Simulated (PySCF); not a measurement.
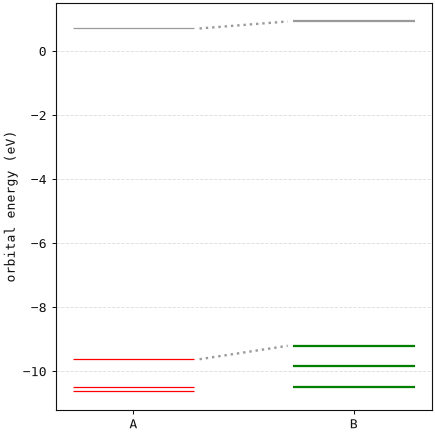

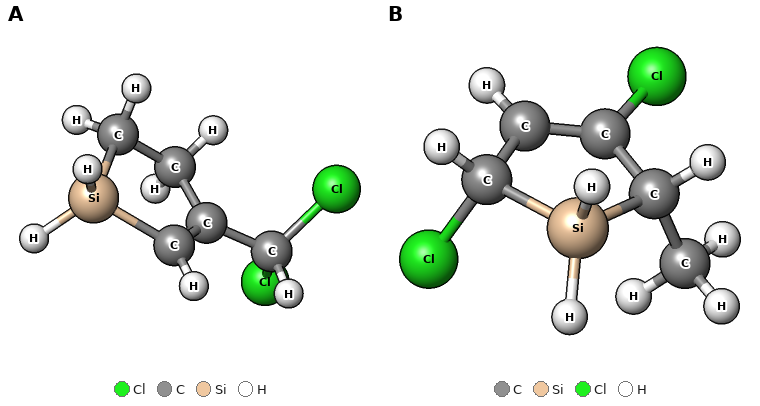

Related molecules: A is C₅H₈Cl₂Si, SMILES ClC(Cl)C1=C[SiH2]CC1; B is C₅H₈Cl₂Si, SMILES C[C@@H]1[SiH2][C@H](Cl)C=C1Cl. Frontier orbital energies, ωB97X-D/def2-SVPD with PySCF 2.14.0, at a GFN2-xTB geometry (no frequency check); drawn are at most three filled levels and, in grey, the LUMO with any level within 0.03 eV of it; dotted lines join the HOMOs and the LUMOs.

> What does the change do to the frontier levels?

From A to B the HOMO rises by 0.42 eV and the LUMO rises by 0.22 eV, so the separation goes from 10.33 to 10.13 eV.

Caveats, for all or some of the runs: empty levels above zero depend strongly on the basis; one conformer of a flexible molecule; the tight-binding geometry is rougher than a DFT one and adds to the error.
